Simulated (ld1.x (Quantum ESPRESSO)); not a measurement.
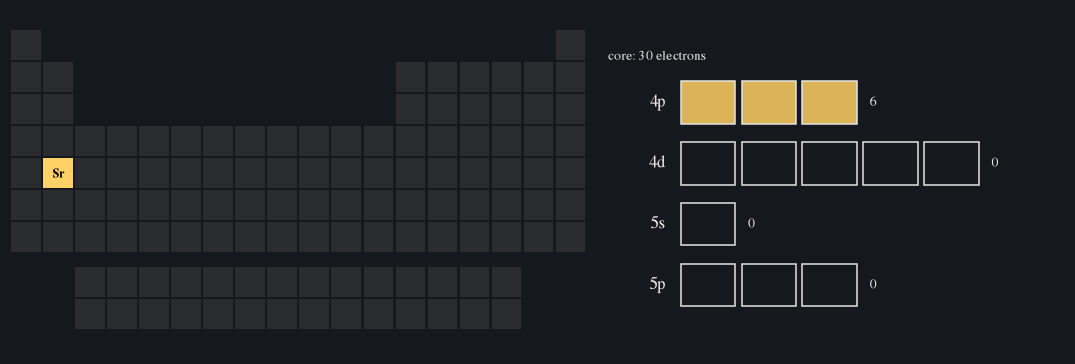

Left, the place of strontium in the periodic table; right, the valence shells of the reference configuration: a box for each of the 2l + 1 orbitals, shaded by the share of the shell that is filled, with the electron count at the right.

Pseudopotential generation for Sr (part 1 of 2)

Strontium (Sr, Z = 38), core [Ar] 3d10 4s2, reference valence 4p6 4d0 5s0 5p0 (an ion of charge +2), valence charge 8. Computed at this level: TM potential, PW91, fully relativistic, made with ld1.x (Quantum ESPRESSO) 7.5.

## Results in brief

- outcome: generated
- cutoffs needed: 18 Ry and 30 Ry (the cutoffs, on a coarse ladder, from which the occupation-weighted sum of valence levels, in a spherical-Bessel basis at the reference potential, stays within 10 and 1 mRy of its value at 400 Ry); ghost states and empty shells don't enter this sum
- ghost test: no ghost state below the valence levels in the p1/2, p3/2, d3/2, d5/2, s, f channels (spherical-Bessel basis up to 400 Ry, 20 bohr box)
- largest excitation error: -663 meV (all-electron minus pseudo) for 4p6 4d0 5s0 5p2, out of 7 test configurations
- range over which the phases arctan(r u′/u) at the test radius agree within 0.05 rad (a looser test near the poles than one of phase shifts): s: between about -3.9 and 0.3 Ry; p1/2: up to about -1.5 Ry; p3/2: up to about -1.5 Ry; d3/2: up to about 0.0 Ry; d5/2: up to about 0.0 Ry
- hardware: 1 CPU thread, shared host
- wall time: 4.3 s

## Notes

An excitation error of 663 meV in its own tests makes this a poorly transferable potential. In the reference test the empty 5p level comes out at −0.660 Ry against −0.738 Ry all-electron.

## The input
```
 &input
   title='Sr', zed=38., rel=2, dft='PW91', iswitch=3,
   config='[Kr] 4d0 5s0 5p0', rel_dist='average',
   nld=5, rlderiv=3.25, eminld=-5.0, emaxld=5.0, deld=0.02
 /
 &inputp
   pseudotype=2, tm=.true., lloc=0,
   nlcc=.false.,
   file_pseudopw='Sr.UPF', file_wfcaegen='ae.wfc', file_wfcncgen='nc.wfc', file_beta='beta', file_chi='chi'
 /
3
4P  2  1   6.00   0.00  2.60  2.60  0.0
4D  3  2   0.00   0.00  2.75  2.75  0.0
5S  1  0   0.00   0.00  3.00  3.00  0.0
 &test
   configts(1)='4p6 4d0 5s0 5p0'
 /
```

## Input of the test run
```
 &input
   title='Sr', zed=38., rel=2, dft='PW91', iswitch=2,
   config='[Kr] 4d0 5s0 5p0', rel_dist='average'
 /
 &test
   file_pseudo='Sr.UPF', nconf=8,
   configts(1)='4p6 4d0 5s0 5p0',
   configts(2)='4p6 4d0 5s2 5p0',
   configts(3)='4p6 4d0 5s1 5p0',
   configts(4)='4p6 4d0 5s1.5 5p0',
   configts(5)='4p6 4d0 5s0 5p1',
   configts(6)='4p6 4d1 5s1 5p0',
   configts(7)='4p6 4d0 5s0 5p2',
   configts(8)='4p6 4d0.5 5s1.5 5p0'
 /
```

Run as:
```bash
ld1.x < Sr.in > Sr.out
```

## Output
```
     Program LD1 v.7.5
     --------------------------- All-electron run ----------------------------

     Sr
     dirac relativistic calculation

     atomic number is 38.00
     dft =PW91   lsd =0 sic =0 latt =0  beta=0.20 tr2=1.0E-14
     Exchange-correlation= PW91
                           (   1   4   2   2   0   0   0)
     mesh =1221 r(mesh) = 100.72700 a.u. xmin = -7.00 dx = 0.01250
     1 Ry =  13.60569312 eV, c = 137.03599908

     n l j   nl                  e(Ry)          e(Ha)          e(eV)
     Spin orbit split results
     1 0 0.5 1S 1( 2.00)     -1172.1334      -586.0667    -15947.6873
     2 0 0.5 2S 1( 2.00)      -159.5905       -79.7953     -2171.3399
     2 1 0.5 2P 1( 2.00)      -145.3481       -72.6740     -1977.5612
     2 1 1.5 2P 1( 4.00)      -140.3173       -70.1587     -1909.1142
     3 0 0.5 3S 1( 2.00)       -25.5559       -12.7780      -347.7063
     3 1 0.5 3P 1( 2.00)       -20.3832       -10.1916      -277.3273
     3 1 1.5 3P 1( 4.00)       -19.6116        -9.8058      -266.8297
     4 0 0.5 4S 1( 2.00)        -4.0270        -2.0135       -54.7901
     4 1 0.5 4P 1( 2.00)        -2.7477        -1.3739       -37.3846
     4 1 1.5 4P 1( 4.00)        -2.6604        -1.3302       -36.1962
     3 2 1.5 3D 1( 4.00)       -10.5280        -5.2640      -143.2407
     3 2 2.5 3D 1( 6.00)       -10.3933        -5.1967      -141.4086
     4 2 1.5 4D 1( 0.00)        -0.9879        -0.4939       -13.4405
     4 2 2.5 4D 1( 0.00)        -0.9817        -0.4908       -13.3564
     5 0 0.5 5S 1( 0.00)        -1.0127        -0.5064       -13.7791
     5 1 0.5 5P 1( 0.00)        -0.7382        -0.3691       -10.0434
     5 1 1.5 5P 1( 0.00)        -0.7248        -0.3624        -9.8613
     Averaged results
     1 0     1S 1( 2.00)     -1172.1334      -586.0667    -15947.6873
     2 0     2S 1( 2.00)      -159.5905       -79.7953     -2171.3399
     2 1     2P 1( 6.00)      -141.9942       -70.9971     -1931.9299
     3 0     3S 1( 2.00)       -25.5559       -12.7780      -347.7063
     3 1     3P 1( 6.00)       -19.8688        -9.9344      -270.3289
     4 0     4S 1( 2.00)        -4.0270        -2.0135       -54.7901
     4 1     4P 1( 6.00)        -2.6895        -1.3447       -36.5923
     3 2     3D 1(10.00)       -10.4472        -5.2236      -142.1414
     4 2     4D 1( 0.00)        -0.9841        -0.4921       -13.3900
     5 0     5S 1( 0.00)        -1.0127        -0.5064       -13.7791
     5 1     5P 1( 0.00)        -0.7293        -0.3646        -9.9220

     final scf error:  3.9E-15 reached in  27 iterations

     Etot =   -6359.573071 Ry,   -3179.786535 Ha,  -86526.399596 eV

     Ekin =    6550.950829 Ry,    3275.475414 Ha,   89130.226638 eV
     Encl =  -15308.435849 Ry,   -7654.217924 Ha, -208281.880350 eV
     Eh   =    2608.705793 Ry,    1304.352897 Ha,   35493.250473 eV
     Exc  =    -210.793844 Ry,    -105.396922 Ha,   -2867.996357 eV

     normalization and overlap integrals

     s(1S/1S) =  1.000000  <r> =   0.0392  <r2> =    0.0021  r(max) =   0.0257
     s(2S/2S) =  1.000000  <r> =   0.1722  <r2> =    0.0350  r(max) =   0.1459
     s(2P/2P) =  1.000000  <r> =   0.1475  <r2> =    0.0267  r(max) =   0.1136
     s(2P/2P) =  1.000000  <r> =   0.1516  <r2> =    0.0281  r(max) =   0.1165
     s(3S/3S) =  1.000000  <r> =   0.4919  <r2> =    0.2779  r(max) =   0.4382
     s(3P/3P) =  1.000000  <r> =   0.4913  <r2> =    0.2821  r(max) =   0.4274
     s(3P/3P) =  1.000000  <r> =   0.5018  <r2> =    0.2940  r(max) =   0.4328
     s(4S/4S) =  1.000000  <r> =   1.3511  <r2> =    2.0732  r(max) =   1.1911
     s(4P/4P) =  1.000000  <r> =   1.5268  <r2> =    2.6776  r(max) =   1.3001
     s(4P/4P) =  1.000000  <r> =   1.5585  <r2> =    2.7895  r(max) =   1.3330
     s(3D/3D) =  1.000000  <r> =   0.4960  <r2> =    0.3001  r(max) =   0.3772
     s(3D/3D) =  1.000000  <r> =   0.4997  <r2> =    0.3044  r(max) =   0.3772
     s(4D/4D) =  1.000000  <r> =   2.4293  <r2> =    6.9839  r(max) =   1.8916
     s(4D/4D) =  1.000000  <r> =   2.4440  <r2> =    7.0659  r(max) =   1.9154
     s(5S/5S) =  1.000000  <r> =   3.4718  <r2> =   13.4650  r(max) =   3.2379
     s(5P/5P) =  1.000000  <r> =   4.0618  <r2> =   18.5528  r(max) =   3.7151
     s(5P/5P) =  1.000000  <r> =   4.1187  <r2> =   19.0843  r(max) =   3.7619

     ------------------------ End of All-electron run ------------------------

     --------------------- Generating NC pseudopotential ---------------------

      Generating local pot.: lloc=0, matching radius rcloc =   3.0000

     Fully relativistic calculation: |psi|^2

     Wfc 4P LC norm =  0.99985473 SC norm =  0.00014520 missing  0.00000007

     Wfc 4P LC norm =  0.99985983 SC norm =  0.00013993 missing  0.00000024

     Wfc 4D LC norm =  0.99993986 SC norm =  0.00006008 missing  0.00000006

     Wfc 4D LC norm =  0.99994055 SC norm =  0.00005618 missing  0.00000327

      Wfc   4P  rcut= 2.618  Using Troullier-Martins method

      Wfc   4P  rcut= 2.618  Using Troullier-Martins method

      Wfc   4D  rcut= 2.752  Using Troullier-Martins method

      Wfc   4D  rcut= 2.752  Using Troullier-Martins method

     ------------------- End of pseudopotential generation -------------------

     --------------------------- All-electron run ----------------------------

     Sr
     dirac relativistic calculation

     atomic number is 38.00
     dft =PW91   lsd =0 sic =0 latt =0  beta=0.20 tr2=1.0E-14
     Exchange-correlation= PW91
                           (   1   4   2   2   0   0   0)
     mesh =1221 r(mesh) = 100.72700 a.u. xmin = -7.00 dx = 0.01250
     1 Ry =  13.60569312 eV, c = 137.03599908

     n l j   nl                  e(Ry)          e(Ha)          e(eV)
     Spin orbit split results
     1 0 0.5 1S 1( 2.00)     -1172.1334      -586.0667    -15947.6873
     2 0 0.5 2S 1( 2.00)      -159.5905       -79.7953     -2171.3399
     2 1 0.5 2P 1( 2.00)      -145.3481       -72.6740     -1977.5612
     2 1 1.5 2P 1( 4.00)      -140.3173       -70.1587     -1909.1142
     3 0 0.5 3S 1( 2.00)       -25.5559       -12.7780      -347.7063
     3 1 0.5 3P 1( 2.00)       -20.3832       -10.1916      -277.3273
     3 1 1.5 3P 1( 4.00)       -19.6116        -9.8058      -266.8297
     4 0 0.5 4S 1( 2.00)        -4.0270        -2.0135       -54.7901
     4 1 0.5 4P 1( 2.00)        -2.7477        -1.3739       -37.3846
     4 1 1.5 4P 1( 4.00)        -2.6604        -1.3302       -36.1962
     3 2 1.5 3D 1( 4.00)       -10.5280        -5.2640      -143.2407
     3 2 2.5 3D 1( 6.00)       -10.3933        -5.1967      -141.4086
     4 2 1.5 4D 1( 0.00)        -0.9879        -0.4939       -13.4405
     4 2 2.5 4D 1( 0.00)        -0.9817        -0.4908       -13.3564
     5 0 0.5 5S 1( 0.00)        -1.0127        -0.5064       -13.7791
     5 1 0.5 5P 1( 0.00)        -0.7382        -0.3691       -10.0434
     5 1 1.5 5P 1( 0.00)        -0.7248        -0.3624        -9.8613
     Averaged results
     1 0     1S 1( 2.00)     -1172.1334      -586.0667    -15947.6873
     2 0     2S 1( 2.00)      -159.5905       -79.7953     -2171.3399
     2 1     2P 1( 6.00)      -141.9942       -70.9971     -1931.9299
     3 0     3S 1( 2.00)       -25.5559       -12.7780      -347.7063
     3 1     3P 1( 6.00)       -19.8688        -9.9344      -270.3289
     4 0     4S 1( 2.00)        -4.0270        -2.0135       -54.7901
     4 1     4P 1( 6.00)        -2.6895        -1.3447       -36.5923
     3 2     3D 1(10.00)       -10.4472        -5.2236      -142.1414
     4 2     4D 1( 0.00)        -0.9841        -0.4921       -13.3900
     5 0     5S 1( 0.00)        -1.0127        -0.5064       -13.7791
     5 1     5P 1( 0.00)        -0.7293        -0.3646        -9.9220

     final scf error:  3.9E-15 reached in  27 iterations

     Etot =   -6359.573071 Ry,   -3179.786535 Ha,  -86526.399596 eV

     Ekin =    6550.950829 Ry,    3275.475414 Ha,   89130.226638 eV
     Encl =  -15308.435849 Ry,   -7654.217924 Ha, -208281.880350 eV
     Eh   =    2608.705793 Ry,    1304.352897 Ha,   35493.250473 eV
     Exc  =    -210.793844 Ry,    -105.396922 Ha,   -2867.996357 eV

     normalization and overlap integrals

     s(1S/1S) =  1.000000  <r> =   0.0392  <r2> =    0.0021  r(max) =   0.0257
     s(2S/2S) =  1.000000  <r> =   0.1722  <r2> =    0.0350  r(max) =   0.1459
     s(2P/2P) =  1.000000  <r> =   0.1475  <r2> =    0.0267  r(max) =   0.1136
     s(2P/2P) =  1.000000  <r> =   0.1516  <r2> =    0.0281  r(max) =   0.1165
     s(3S/3S) =  1.000000  <r> =   0.4919  <r2> =    0.2779  r(max) =   0.4382
     s(3P/3P) =  1.000000  <r> =   0.4913  <r2> =    0.2821  r(max) =   0.4274
     s(3P/3P) =  1.000000  <r> =   0.5018  <r2> =    0.2940  r(max) =   0.4328
     s(4S/4S) =  1.000000  <r> =   1.3511  <r2> =    2.0732  r(max) =   1.1911
     s(4P/4P) =  1.000000  <r> =   1.5268  <r2> =    2.6776  r(max) =   1.3001
     s(4P/4P) =  1.000000  <r> =   1.5585  <r2> =    2.7895  r(max) =   1.3330
     s(3D/3D) =  1.000000  <r> =   0.4960  <r2> =    0.3001  r(max) =   0.3772
     s(3D/3D) =  1.000000  <r> =   0.4997  <r2> =    0.3044  r(max) =   0.3772
     s(4D/4D) =  1.000000  <r> =   2.4293  <r2> =    6.9839  r(max) =   1.8916
     s(4D/4D) =  1.000000  <r> =   2.4440  <r2> =    7.0659  r(max) =   1.9154
     s(5S/5S) =  1.000000  <r> =   3.4718  <r2> =   13.4650  r(max) =   3.2379
     s(5P/5P) =  1.000000  <r> =   4.0618  <r2> =   18.5528  r(max) =   3.7151
     s(5P/5P) =  1.000000  <r> =   4.1187  <r2> =   19.0843  r(max) =   3.7619

     ------------------------ End of All-electron run ------------------------

     Computing logarithmic derivative in   3.25823
     Computing logarithmic derivative in   3.25823
     Computing the partial wave expansion
       no projector for channel:   0
     R is outside the sphere for l=    1 j= 0.50
     R is outside the sphere for l=    1 j= 1.50
     R is outside the sphere for l=    2 j= 1.50
     R is outside the sphere for l=    2 j= 2.50

     ---------------------- Testing the pseudopotential ----------------------

     Sr
     dirac relativistic calculation

     atomic number is 38.00   valence charge is  8.00
     dft =PW91   lsd =0 sic =0 latt =0  beta=0.20 tr2=1.0E-14
     mesh =1221 r(mesh) = 100.72700 xmin = -7.00 dx = 0.01250

     n l  j  nl             e AE (Ry)       e PS (Ry)    De AE-PS (Ry)
     2 1 0.5 4P   1( 2.00)       -2.74772       -2.74772       -0.00000
     2 1 1.5 4P   1( 4.00)       -2.66037       -2.66037        0.00000
     3 2 1.5 4D   1( 0.00)       -0.98786       -0.98785       -0.00000
     3 2 2.5 4D   1( 0.00)       -0.98168       -0.98168        0.00000
     1 0 0.5 5S   1( 0.00)       -1.01275       -1.01275        0.00000
     3 1 0.5 5P   1( 0.00)       -0.73817       -0.66007       -0.07810  !
     3 1 1.5 5P   1( 0.00)       -0.72479       -0.65303       -0.07176  !

     eps = 7.6E-15  iter =  8

     Etot =   -6359.573071 Ry,   -3179.786535 Ha,  -86526.399596 eV
     Etotps =   -35.638645 Ry,     -17.819322 Ha,    -484.888467 eV

     Ekin =      14.273309 Ry,       7.136655 Ha,     194.198266 eV
     Encl =     -37.693734 Ry,     -18.846867 Ha,    -512.849381 eV
     Ehrt =      21.035242 Ry,      10.517621 Ha,     286.199041 eV
     Ecxc =      -5.212356 Ry,      -2.606178 Ha,     -70.917710 eV
     Epseu=     -28.041106 Ry,     -14.020553 Ha,    -381.518683 eV

     ---------------------- End of pseudopotential test ----------------------
```

## Output of the test run (extracts)
```
     ---------------------- Testing the pseudopotential ----------------------

     Sr
     dirac relativistic calculation

     atomic number is 38.00   valence charge is  8.00
     dft =PW91   lsd =0 sic =0 latt =0  beta=0.20 tr2=1.0E-14
     mesh =1221 r(mesh) = 100.72700 xmin = -7.00 dx = 0.01250

     n l  j  nl             e AE (Ry)       e PS (Ry)    De AE-PS (Ry)
     2 1 0.5 4P   1( 2.00)       -2.74772       -2.74772       -0.00000
     2 1 1.5 4P   1( 4.00)       -2.66037       -2.66037        0.00000
     3 2 1.5 4D   1( 0.00)       -0.98786       -0.98785       -0.00000
     3 2 2.5 4D   1( 0.00)       -0.98168       -0.98168        0.00000
     1 0 0.5 5S   1( 0.00)       -1.01275       -1.01275        0.00000
     3 1 0.5 5P   1( 0.00)       -0.73817       -0.66007       -0.07810  !
     3 1 1.5 5P   1( 0.00)       -0.72479       -0.65303       -0.07176  !

     eps = 7.6E-15  iter =  7

     Etot =   -6359.573071 Ry,   -3179.786535 Ha,  -86526.399597 eV
     Etotps =   -35.638645 Ry,     -17.819322 Ha,    -484.888465 eV

     Ekin =      14.273309 Ry,       7.136655 Ha,     194.198268 eV
     Encl =     -37.693734 Ry,     -18.846867 Ha,    -512.849381 eV
     Ehrt =      21.035242 Ry,      10.517621 Ha,     286.199041 eV
     Ecxc =      -5.212356 Ry,      -2.606178 Ha,     -70.917710 eV
     Epseu=     -28.041106 Ry,     -14.020553 Ha,    -381.518683 eV

     ---------------------- End of pseudopotential test ----------------------

     ---------------------- Testing the pseudopotential ----------------------

     Sr
     dirac relativistic calculation

     atomic number is 38.00   valence charge is  8.00
     dft =PW91   lsd =0 sic =0 latt =0  beta=0.20 tr2=1.0E-14
     mesh =1221 r(mesh) = 100.72700 xmin = -7.00 dx = 0.01250

     n l  j  nl             e AE (Ry)       e PS (Ry)    De AE-PS (Ry)
     2 1 0.5 4P   1( 2.00)       -1.73818       -1.74733        0.00915  !
     2 1 1.5 4P   1( 4.00)       -1.65251       -1.66132        0.00881  !
     3 2 1.5 4D   1( 0.00)       -0.09885       -0.10147        0.00262
     3 2 2.5 4D   1( 0.00)       -0.09544       -0.09799        0.00255
     1 0 0.5 5S   1( 2.00)       -0.26153       -0.26514        0.00360
     3 1 0.5 5P   1( 0.00)       -0.09957       -0.08028       -0.01929  !
     3 1 1.5 5P   1( 0.00)       -0.09502       -0.07790       -0.01712  !

     eps = 3.5E-11  iter =201

     Etot =   -6360.820019 Ry,   -3180.410010 Ha,  -86543.365192 eV
     Etotps =   -36.892025 Ry,     -18.446012 Ha,    -501.941568 eV
     dEtot_ae =      -1.246948 Ry
     dEtot_ps =      -1.253380 Ry,   Delta E=       0.006432 Ry

     Ekin =      14.371787 Ry,       7.185894 Ha,     195.538130 eV
     Encl =     -45.633788 Ry,     -22.816894 Ha,    -620.879320 eV
     Ehrt =      27.923624 Ry,      13.961812 Ha,     379.920253 eV
     Ecxc =      -5.782138 Ry,      -2.891069 Ha,     -78.669991 eV
     Epseu=     -27.771510 Ry,     -13.885755 Ha,    -377.850640 eV

     ---------------------- End of pseudopotential test ----------------------

     ---------------------- Testing the pseudopotential ----------------------

     Sr
     dirac relativistic calculation

     atomic number is 38.00   valence charge is  8.00
     dft =PW91   lsd =0 sic =0 latt =0  beta=0.20 tr2=1.0E-14
     mesh =1221 r(mesh) = 100.72700 xmin = -7.00 dx = 0.01250

     n l  j  nl             e AE (Ry)       e PS (Ry)    De AE-PS (Ry)
     2 1 0.5 4P   1( 2.00)       -2.20225       -2.20891        0.00666  !
     2 1 1.5 4P   1( 4.00)       -2.11604       -2.12251        0.00648  !
     3 2 1.5 4D   1( 0.00)       -0.50466       -0.50857        0.00391
     3 2 2.5 4D   1( 0.00)       -0.49978       -0.50367        0.00389
     1 0 0.5 5S   1( 1.00)       -0.61501       -0.61932        0.00430
     3 1 0.5 5P   1( 0.00)       -0.40551       -0.36880       -0.03671  !
     3 1 1.5 5P   1( 0.00)       -0.39765       -0.36467       -0.03298  !

     eps = 5.6E-10  iter =201

     Etot =   -6360.385084 Ry,   -3180.192542 Ha,  -86537.447602 eV
     Etotps =   -36.452840 Ry,     -18.226420 Ha,    -495.966151 eV
     dEtot_ae =      -0.812013 Ry
     dEtot_ps =      -0.814195 Ry,   Delta E=       0.002182 Ry

     Ekin =      14.323932 Ry,       7.161966 Ha,     194.887018 eV
     Encl =     -41.955807 Ry,     -20.977903 Ha,    -570.837829 eV
     Ehrt =      24.538368 Ry,      12.269184 Ha,     333.861510 eV
     Ecxc =      -5.499478 Ry,      -2.749739 Ha,     -74.824210 eV
     Epseu=     -27.859855 Ry,     -13.929928 Ha,    -379.052640 eV

     ---------------------- End of pseudopotential test ----------------------

     ---------------------- Testing the pseudopotential ----------------------

     Sr
     dirac relativistic calculation

     atomic number is 38.00   valence charge is  8.00
     dft =PW91   lsd =0 sic =0 latt =0  beta=0.20 tr2=1.0E-14
     mesh =1221 r(mesh) = 100.72700 xmin = -7.00 dx = 0.01250

     n l  j  nl             e AE (Ry)       e PS (Ry)    De AE-PS (Ry)
     2 1 0.5 4P   1( 2.00)       -1.95878       -1.96733        0.00856  !
     2 1 1.5 4P   1( 4.00)       -1.87290       -1.88118        0.00828  !
     3 2 1.5 4D   1( 0.00)       -0.29145       -0.29527        0.00382
     3 2 2.5 4D   1( 0.00)       -0.28726       -0.29104        0.00377
     1 0 0.5 5S   1( 1.50)       -0.43329       -0.43768        0.00439
     3 1 0.5 5P   1( 0.00)       -0.24703       -0.21965       -0.02738  !
     3 1 1.5 5P   1( 0.00)       -0.24081       -0.21633       -0.02447  !

     eps = 1.4E-11  iter =201

     Etot =   -6360.646827 Ry,   -3180.323413 Ha,  -86541.008788 eV
     Etotps =   -36.716807 Ry,     -18.358403 Ha,    -499.557608 eV
     dEtot_ae =      -1.073756 Ry
     dEtot_ps =      -1.078162 Ry,   Delta E=       0.004406 Ry

     Ekin =      14.351023 Ry,       7.175512 Ha,     195.255621 eV
     Encl =     -43.877738 Ry,     -21.938869 Ha,    -596.987034 eV
     Ehrt =      26.259356 Ry,      13.129678 Ha,     357.276737 eV
     Ecxc =      -5.643277 Ry,      -2.821639 Ha,     -76.780695 eV
     Epseu=     -27.806172 Ry,     -13.903086 Ha,    -378.322236 eV

     ---------------------- End of pseudopotential test ----------------------
```

(Continued in part 2.)
